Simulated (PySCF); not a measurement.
C2H9NSi2 (SMILES N[SiH2]/C=C/[SiH3])

Input

```
{"job": {"kind": "nmr", "xc": "PBE0", "basis": "pcSseg-1", "pop": false}, "charge": 0, "multiplicity": 1}
N     -2.054100    -0.262200    -0.858600
Si    -1.927400    -0.427400     0.858800
C     -0.069300    -0.344400     1.153600
C      0.924000    -0.575400     0.259900
Si     2.845100    -0.304000     0.248900
H     -3.030000    -0.507100    -1.104400
H     -2.024100     0.743900    -1.170200
H     -2.467900    -1.749800     1.118900
H     -2.731800     0.550200     1.678000
H      0.147400    -0.131100     2.176100
H      0.464500    -0.649200    -0.725600
H      2.906300     0.773000    -0.770800
H      3.422600    -1.629200    -0.249400
H      3.114800    -0.083700     1.641900
```

Command:

```sh
OMP_NUM_THREADS=1 python probes_run.py task.json out
```

Geometry: GFN2-xTB, MD frame at 250 fs, 300 K.

All numbers below come from PBE0/pcSseg-1, SCF density, gas phase, non-relativistic in PySCF.

**What can the converged electron density and electron localisation function tell about the bonding?**

C–C (1.36 Å): the density is about 2.1 e/Å³ at the midpoint; the ELF peaks at about 0.90 between the atoms: a covalent bond.
C–Si (1.88 Å): ρ at the midpoint is about 0.95 e/Å³; the ELF peaks at about 0.95 between the atoms; a covalent bond.
C–Si (1.94 Å): ρ at the midpoint is about 0.85 e/Å³; the ELF peaks at about 0.95 between the atoms: localised, covalent bonding.
C–H (1.07 Å): ρ is about 2.1 e/Å³ halfway; the ELF climbs to about 1 towards the hydrogen, as it does in any bond to H; an ordinary covalent bond to hydrogen.

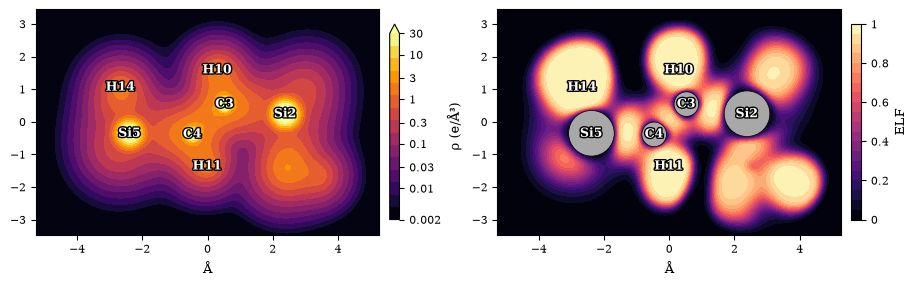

Computed electron density and electron localisation function on the plane of atoms Si2, C3 and H10, in this order. Grey discs cover the atomic cores in the ELF map. 
